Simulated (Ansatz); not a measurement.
# CuCH₃ (triplet): B2PLYP, RPA-PBE over vertical spin and charge gaps, def2-SVP

Aim: run CuCH₃ (triplet) with these functionals over vertical spin and charge gaps, and hold them against the top wave-function level at the same points.

The runs use Ansatz 0.2.0, Gaussian basis; def2-SVP, all electrons in the functionals, frozen cores in the correlation of double hybrids and RPA.

The runs, in order: B2PLYP, RPA-PBE, at charge 0, triplet; charge 0, singlet; charge 0, quintet; charge 1, doublet; charge 1, quartet.

5 further runs of the same task are left out: 5 set aside as unsound or not needed.

### 1 The geometry

The geometry is a PBE0/def2-TZVP stationary point (not a proven minimum).

5 atoms, charge 0, spin multiplicity 3.

Atoms are counted from 1 here; the program's logs count them from 0.

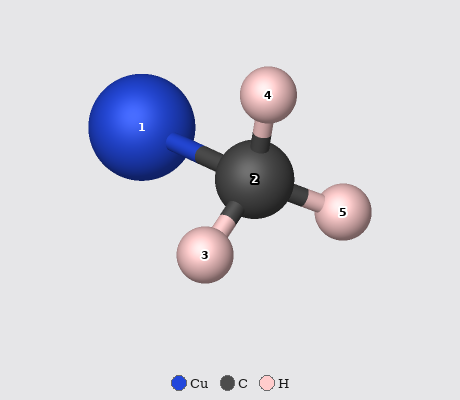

The geometry (copper blue, carbon dark grey, hydrogen pink); atoms are numbered from 1 in the order of the file.

No dispersion term is added.

The geometry shown and the zero of energy belong to the point charge 0, triplet. The yardstick, RCCSDT(Q), and other wave-function levels (R restricted, U unrestricted, valence and pair active spaces) come from earlier runs.

### 2 B2PLYP, charge 0, triplet

File in.yaml:

```yaml
crystal:
  periodic: [false, false, false]
  atoms:
    - {symbol: Cu, position_ang: [-0.392116, 0.002944, 0.002469]}
    - {symbol: C, position_ang: [1.595184, -0.011976, -0.010043]}
    - {symbol: H, position_ang: [1.896423, -1.061242, -0.006817]}
    - {symbol: H, position_ang: [1.913906, 0.513613, 0.892114]}
    - {symbol: H, position_ang: [1.902423, 0.504740, -0.921264]}
basis:
  gaussian: {orbitals: def2-SVP}
magnetization: {spin_polarized: true, initial_magnetization: 2}
hamiltonian: {xc: {name: B2PLYP}}
correlation: {electrons: outside_noble_gas}
```

Command:

```bash
$ ansatz run in.yaml --threads 1 --pin off --events-out ev --progress --plain --max-ram 4096MiB --backend cpu
```

The program printed:

```text
Functional definition: B2PLYP
  name "B2PLYP"
  cite "Grimme, J. Chem. Phys. 124, 034108 (2006) doi:10.1063/1.2148954"
  cite "Becke, Phys. Rev. A 38, 3098 (1988) doi:10.1103/PhysRevA.38.3098"
  cite "Lee, Yang & Parr, Phys. Rev. B 37, 785 (1988) doi:10.1103/PhysRevB.37.785"
  parameter a = 0.53
  parameter c = 0.27
  exchange = (1 - a)*b88_x + a*exact_x
  correlation = (1 - c)*lyp_c + c*(mp2_os + mp2_ss)
652 factors; integrals over basis functions are off by at most 1.3e-3 eV
mean field evaluation 1: about -45698.5166 eV, gradient 2.9e1 eV
mean field evaluation 2: about -45698.5790 eV, gradient 2.9e1 eV
mean field evaluation 4: about -45701.6410 eV, gradient 6.6e0 eV
mean field evaluation 8: about -45702.0076 eV, gradient 9.7e-1 eV
mean field evaluation 16: about -45702.0487 eV, gradient 8.9e-4 eV
mean field evaluation 32: about -45701.8799 eV, gradient 8.0e-1 eV
mean field -45702.04868343 eV, -1679.5193111550 hartree, gradient 6.3e-6 eV, S^2 2.004064; 6 other end points of the search recorded, 0 dependent functions left out
10 core orbitals not correlated: weight in the atoms' cores, before any rotation towards them, 1.000 or more for the frozen orbitals, at most 0.000 for the correlated occupied ones
reference -45702.04882493 eV, -1679.5193163549 hartree; 10, 8 occupied and 40, 42 virtual orbitals, 652 factors
second order -13.43062077 eV of doubles, -0.00000000 eV of singles
Total energy: -45705.67509254 eV, -1679.6525792314 hartree
```

Wall time 4.8 s (1 thread of AMD EPYC 7R13, shared host).

From the report: ⟨S²⟩ of the determinant 2.004 (pure triplet: 2.00).

### 3 B2PLYP, charge 0, singlet

Changes to in.yaml since step 2:

```diff
@@ -10,3 +10,2 @@
   gaussian: {orbitals: def2-SVP}
-magnetization: {spin_polarized: true, initial_magnetization: 2}
 hamiltonian: {xc: {name: B2PLYP}}
```

The command is unchanged.

The program printed, cut to the lines that bear on the results:

```text
Functional definition: B2PLYP
  name "B2PLYP"
  cite "Grimme, J. Chem. Phys. 124, 034108 (2006) doi:10.1063/1.2148954"
  cite "Becke, Phys. Rev. A 38, 3098 (1988) doi:10.1103/PhysRevA.38.3098"
  cite "Lee, Yang & Parr, Phys. Rev. B 37, 785 (1988) doi:10.1103/PhysRevB.37.785"
[...]
652 factors; integrals over basis functions are off by at most 1.3e-3 eV
[...]
mean field -45703.84614373 eV, -1679.5853666025 hartree, gradient 1.7e-6 eV, S^2 0.000000; 0 other end points of the search recorded, 0 dependent functions left out
10 core orbitals not correlated: weight in the atoms' cores, before any rotation towards them, 1.000 or more for the frozen orbitals, at most 0.000 for the correlated occupied ones
reference -45703.84627326 eV, -1679.5853713625 hartree; 9, 9 occupied and 41, 41 virtual orbitals, 652 factors
second order -15.68932057 eV of doubles, -0.00000000 eV of singles
Total energy: -45708.08238981 eV, -1679.7410457746 hartree
```

Wall time 1.9 s (1 thread of AMD EPYC 7R13, shared host).

From charge 0, triplet: -2.407 eV.

### 4 B2PLYP, charge 0, quintet

Changes to in.yaml since step 3:

```diff
@@ -10,2 +10,3 @@
   gaussian: {orbitals: def2-SVP}
+magnetization: {spin_polarized: true, initial_magnetization: 4}
 hamiltonian: {xc: {name: B2PLYP}}
```

Launched as before.

The program printed, cut to the lines that bear on the results:

```text
Functional definition: B2PLYP
  name "B2PLYP"
  cite "Grimme, J. Chem. Phys. 124, 034108 (2006) doi:10.1063/1.2148954"
  cite "Becke, Phys. Rev. A 38, 3098 (1988) doi:10.1103/PhysRevA.38.3098"
  cite "Lee, Yang & Parr, Phys. Rev. B 37, 785 (1988) doi:10.1103/PhysRevB.37.785"
[...]
652 factors; integrals over basis functions are off by at most 1.3e-3 eV
[...]
mean field -45695.49738464 eV, -1679.2785553650 hartree, gradient 2.0e-10 eV, S^2 6.004562; 8 other end points of the search recorded, 0 dependent functions left out
10 core orbitals not correlated: weight in the atoms' cores, before any rotation towards them, 1.000 or more for the frozen orbitals, at most 0.000 for the correlated occupied ones
reference -45695.49752673 eV, -1679.2785605867 hartree; 11, 7 occupied and 39, 43 virtual orbitals, 652 factors
second order -10.73443518 eV of doubles, -0.00000000 eV of singles
Total energy: -45698.39582423 eV, -1679.3850710552 hartree
```

Run time: 69 s. Hardware: 1 thread of AMD EPYC 7R13, shared host.

From the report: ⟨S²⟩ of the determinant 6.005 (pure quintet: 6.00).

From charge 0, triplet: +7.279 eV.

### 5 B2PLYP, charge 1, doublet

Changes to in.yaml since step 4:

```diff
@@ -10,3 +10,4 @@
   gaussian: {orbitals: def2-SVP}
-magnetization: {spin_polarized: true, initial_magnetization: 4}
+total_charge: 1
+magnetization: {spin_polarized: true, initial_magnetization: 1}
 hamiltonian: {xc: {name: B2PLYP}}
```

Same command.

The program printed, cut to the lines that bear on the results:

```text
Functional definition: B2PLYP
  name "B2PLYP"
  cite "Grimme, J. Chem. Phys. 124, 034108 (2006) doi:10.1063/1.2148954"
  cite "Becke, Phys. Rev. A 38, 3098 (1988) doi:10.1103/PhysRevA.38.3098"
  cite "Lee, Yang & Parr, Phys. Rev. B 37, 785 (1988) doi:10.1103/PhysRevB.37.785"
[...]
652 factors; integrals over basis functions are off by at most 1.3e-3 eV
[...]
mean field -45696.07881761 eV, -1679.2999226326 hartree, gradient 5.2e-6 eV, S^2 0.765463; 0 other end points of the search recorded, 0 dependent functions left out
10 core orbitals not correlated: weight in the atoms' cores, before any rotation towards them, 1.000 or more for the frozen orbitals, at most 0.000 for the correlated occupied ones
reference -45696.07899254 eV, -1679.2999290610 hartree; 9, 8 occupied and 41, 42 virtual orbitals, 652 factors
second order -14.04527570 eV of doubles, -0.00000000 eV of singles
Total energy: -45699.87121698 eV, -1679.4392907386 hartree
```

Run time: 3.4 s. Hardware: 1 thread of AMD EPYC 7R13, shared host.

From the report: ⟨S²⟩ of the determinant 0.765 (pure doublet: 0.75).

From charge 0, triplet: +5.804 eV.

### 6 B2PLYP, charge 1, quartet

Changes to in.yaml since step 5:

```diff
@@ -11,3 +11,3 @@
 total_charge: 1
-magnetization: {spin_polarized: true, initial_magnetization: 1}
+magnetization: {spin_polarized: true, initial_magnetization: 3}
 hamiltonian: {xc: {name: B2PLYP}}
```

Same command.

The program printed, cut to the lines that bear on the results:

```text
Functional definition: B2PLYP
  name "B2PLYP"
  cite "Grimme, J. Chem. Phys. 124, 034108 (2006) doi:10.1063/1.2148954"
  cite "Becke, Phys. Rev. A 38, 3098 (1988) doi:10.1103/PhysRevA.38.3098"
  cite "Lee, Yang & Parr, Phys. Rev. B 37, 785 (1988) doi:10.1103/PhysRevB.37.785"
[...]
652 factors; integrals over basis functions are off by at most 1.3e-3 eV
[...]
mean field -45692.05234844 eV, -1679.1519526197 hartree, gradient 2.5e-8 eV, S^2 3.754038; 8 other end points of the search recorded, 0 dependent functions left out
10 core orbitals not correlated: weight in the atoms' cores, before any rotation towards them, 1.000 or more for the frozen orbitals, at most 0.000 for the correlated occupied ones
reference -45692.05250091 eV, -1679.1519582227 hartree; 10, 7 occupied and 40, 43 virtual orbitals, 652 factors
second order -10.37930527 eV of doubles, -0.00000000 eV of singles
Total energy: -45694.85491333 eV, -1679.2549449797 hartree
```

Run time: 31 s. Hardware: 1 thread of AMD EPYC 7R13, shared host.

From the report: ⟨S²⟩ of the determinant 3.754 (pure quartet: 3.75).

From charge 0, triplet: +10.820 eV.

### 7 RPA-PBE, charge 0, triplet

Changes to in.yaml since step 6:

```diff
@@ -10,5 +10,4 @@
   gaussian: {orbitals: def2-SVP}
-total_charge: 1
-magnetization: {spin_polarized: true, initial_magnetization: 3}
-hamiltonian: {xc: {name: B2PLYP}}
-correlation: {electrons: outside_noble_gas}
+magnetization: {spin_polarized: true, initial_magnetization: 2}
+hamiltonian: {xc: {name: PBE}}
+correlation: {method: rpa, electrons: outside_noble_gas}
```

The command is unchanged.

The program printed, cut to the lines that bear on the results:

```text
Functional definition: PBE
  name "PBE"
  cite "Perdew, Burke & Ernzerhof, Phys. Rev. Lett. 77, 3865 (1996) doi:10.1103/PhysRevLett.77.3865"
  parent pbe
[...]
652 factors; integrals over basis functions are off by at most 1.3e-3 eV
[...]
mean field -45708.11269143 eV, -1679.7421593384 hartree, gradient 1.8e-6 eV, S^2 2.001939; 6 other end points of the search recorded, 0 dependent functions left out
10 core orbitals not correlated: weight in the atoms' cores, before any rotation towards them, 1.000 or more for the frozen orbitals, at most 0.000 for the correlated occupied ones
reference -45665.25258741 eV, -1678.1670795673 hartree; 10, 8 occupied and 40, 42 virtual orbitals, 652 factors
Total energy: -45682.65298419 eV, -1678.8065323548 hartree
```

Wall time 6 s (1 thread of AMD EPYC 7R13, shared host).

From the report: ⟨S²⟩ of the determinant 2.002 (pure triplet: 2.00).

### 8 RPA-PBE, charge 0, singlet

Changes to in.yaml since step 7:

```diff
@@ -10,3 +10,2 @@
   gaussian: {orbitals: def2-SVP}
-magnetization: {spin_polarized: true, initial_magnetization: 2}
 hamiltonian: {xc: {name: PBE}}
```

Same command.

The program printed, cut to the lines that bear on the results:

```text
Functional definition: PBE
  name "PBE"
  cite "Perdew, Burke & Ernzerhof, Phys. Rev. Lett. 77, 3865 (1996) doi:10.1103/PhysRevLett.77.3865"
  parent pbe
[...]
652 factors; integrals over basis functions are off by at most 1.3e-3 eV
[...]
mean field -45710.29033456 eV, -1679.8221862475 hartree, gradient 2.7e-6 eV, S^2 0.000000; 0 other end points of the search recorded, 0 dependent functions left out
10 core orbitals not correlated: weight in the atoms' cores, before any rotation towards them, 1.000 or more for the frozen orbitals, at most 0.000 for the correlated occupied ones
reference -45666.52691978 eV, -1678.2139104181 hartree; 9, 9 occupied and 41, 41 virtual orbitals, 652 factors
Total energy: -45684.52576328 eV, -1678.8753557167 hartree
```

Wall time 1.5 s (1 thread of AMD EPYC 7R13, shared host).

From charge 0, triplet: -1.873 eV.

### 9 RPA-PBE, charge 0, quintet

Changes to in.yaml since step 8:

```diff
@@ -10,2 +10,3 @@
   gaussian: {orbitals: def2-SVP}
+magnetization: {spin_polarized: true, initial_magnetization: 4}
 hamiltonian: {xc: {name: PBE}}
```

The command is unchanged.

The program printed, cut to the lines that bear on the results:

```text
Functional definition: PBE
  name "PBE"
  cite "Perdew, Burke & Ernzerhof, Phys. Rev. Lett. 77, 3865 (1996) doi:10.1103/PhysRevLett.77.3865"
  parent pbe
[...]
652 factors; integrals over basis functions are off by at most 1.3e-3 eV
[...]
mean field -45700.17531441 eV, -1679.4504661132 hartree, gradient 4.1e-7 eV, S^2 6.002261; 16 other end points of the search recorded, 0 dependent functions left out
10 core orbitals not correlated: weight in the atoms' cores, before any rotation towards them, 1.000 or more for the frozen orbitals, at most 0.000 for the correlated occupied ones
reference -45659.94643733 eV, -1677.9720821485 hartree; 11, 7 occupied and 39, 43 virtual orbitals, 652 factors
Total energy: -45675.67321299 eV, -1678.5500304939 hartree
```

Wall time 48 s (1 thread of AMD EPYC 7R13, shared host).

From the report: ⟨S²⟩ of the determinant 6.002 (pure quintet: 6.00).

From charge 0, triplet: +6.980 eV.

### 10 RPA-PBE, charge 1, doublet

Changes to in.yaml since step 9:

```diff
@@ -10,3 +10,4 @@
   gaussian: {orbitals: def2-SVP}
-magnetization: {spin_polarized: true, initial_magnetization: 4}
+total_charge: 1
+magnetization: {spin_polarized: true, initial_magnetization: 1}
 hamiltonian: {xc: {name: PBE}}
```

Same command.

The program printed, cut to the lines that bear on the results:

```text
Functional definition: PBE
  name "PBE"
  cite "Perdew, Burke & Ernzerhof, Phys. Rev. Lett. 77, 3865 (1996) doi:10.1103/PhysRevLett.77.3865"
  parent pbe
[...]
652 factors; integrals over basis functions are off by at most 1.3e-3 eV
[...]
mean field -45701.88417764 eV, -1679.5132656784 hartree, gradient 1.2e-6 eV, S^2 0.752257; 2 other end points of the search recorded, 0 dependent functions left out
10 core orbitals not correlated: weight in the atoms' cores, before any rotation towards them, 1.000 or more for the frozen orbitals, at most 0.000 for the correlated occupied ones
reference -45659.64811859 eV, -1677.9611191369 hartree; 9, 8 occupied and 41, 42 virtual orbitals, 652 factors
Total energy: -45676.45589705 eV, -1678.5787936027 hartree
```

Run time: 4.9 s. Hardware: 1 thread of AMD EPYC 7R13, shared host.

From the report: ⟨S²⟩ of the determinant 0.752 (pure doublet: 0.75).

From charge 0, triplet: +6.197 eV.

### 11 RPA-PBE, charge 1, quartet

Changes to in.yaml since step 10:

```diff
@@ -11,3 +11,3 @@
 total_charge: 1
-magnetization: {spin_polarized: true, initial_magnetization: 1}
+magnetization: {spin_polarized: true, initial_magnetization: 3}
 hamiltonian: {xc: {name: PBE}}
```

Same command.

The program printed:

```text
Functional definition: PBE
  name "PBE"
  cite "Perdew, Burke & Ernzerhof, Phys. Rev. Lett. 77, 3865 (1996) doi:10.1103/PhysRevLett.77.3865"
  parent pbe
  parameter kappa = 0.804
  parameter beta = 0.06672455060314922
  exchange = pbe_x(kappa = kappa, mu = beta*pi^2/3)
  correlation = pbe_c(beta = beta)
652 factors; integrals over basis functions are off by at most 1.3e-3 eV
mean field evaluation 1: about -45674.2669 eV, gradient 7.4e1 eV
mean field evaluation 2: about -45674.2621 eV, gradient 7.4e1 eV
mean field evaluation 4: about -45677.9319 eV, gradient 5.7e1 eV
mean field evaluation 8: about -45696.4238 eV, gradient 8.3e0 eV
mean field evaluation 16: about -45696.6644 eV, gradient 1.7e-1 eV
mean field evaluation 32: about -45692.2398 eV, gradient 2.4e1 eV
mean field evaluation 64: about -45695.9639 eV, gradient 9.9e0 eV
mean field evaluation 96: about -45696.6477 eV, gradient 3.2e-1 eV
mean field evaluation 128: about -45696.6670 eV, gradient 1.3e-1 eV
mean field evaluation 160: about -45696.3699 eV, gradient 7.4e0 eV
mean field -45696.67188250 eV, -1679.3217173651 hartree, gradient 1.5e-6 eV, S^2 3.752138; 8 other end points of the search recorded, 0 dependent functions left out
10 core orbitals not correlated: weight in the atoms' cores, before any rotation towards them, 1.000 or more for the frozen orbitals, at most 0.000 for the correlated occupied ones
reference -45655.20362633 eV, -1677.7977870591 hartree; 10, 7 occupied and 40, 43 virtual orbitals, 652 factors
Error: the energy between an occupied orbital and the lowest state that it is excited into in its spin channel is -0.0368 eV and must be positive: a state without a gap has no random-phase energy
```

Wall time 17 s (1 thread of AMD EPYC 7R13, shared host).

The run stopped with an error; it gives no energy for the table.

### 12 Against the wave-function levels

The yardstick is RCCSDT(Q), where the cluster series has nearly closed. It comes from earlier runs at the same points. Energies in eV, counted from charge 0, triplet; blanks weren't run or aren't comparable.

| level | triplet to singlet | triplet to quintet | ionisation to the doublet cation | ionisation to the quartet cation |
| --- | --- | --- | --- | --- |
| RCCSDT(Q) | -2.110 |  |  |  |
| B2PLYP | -2.407 | 7.279 | 5.804 | 10.820 |
| RPA-PBE | -1.873 | 6.980 | 6.197 |  |

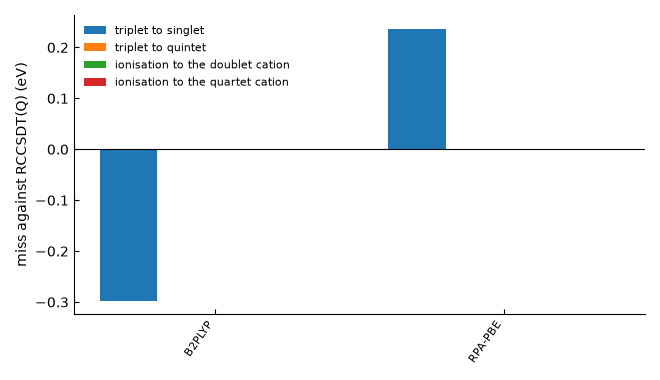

Misses of the gaps against RCCSDT(Q).

Largest miss and mean time a point (RCCSDT(Q) took 54 s a point; shared hosts):

| level | largest miss (eV) | where | time a point |
| --- | --- | --- | --- |
| B2PLYP | -0.298 | triplet to singlet | 22 s |
| RPA-PBE | +0.237 | triplet to singlet | 15 s |

### 13 What came out

| quantity | value |
| --- | --- |
| triplet to singlet, RCCSDT(Q) | -2.110 eV |
| largest miss, B2PLYP | -0.298 eV (triplet to singlet) |
| largest miss, RPA-PBE | +0.237 eV (triplet to singlet) |

In words: Misses are known at 1 of 4 points at best, and only functionals with that many are ranked. Of the functionals, RPA-PBE keep the smallest largest miss at the points compared (at most 0.237 eV) and B2PLYP strays most (0.298 eV, at triplet to singlet). Functionals and the yardstick converge differently with the basis, so part of each miss in def2-SVP is the basis.
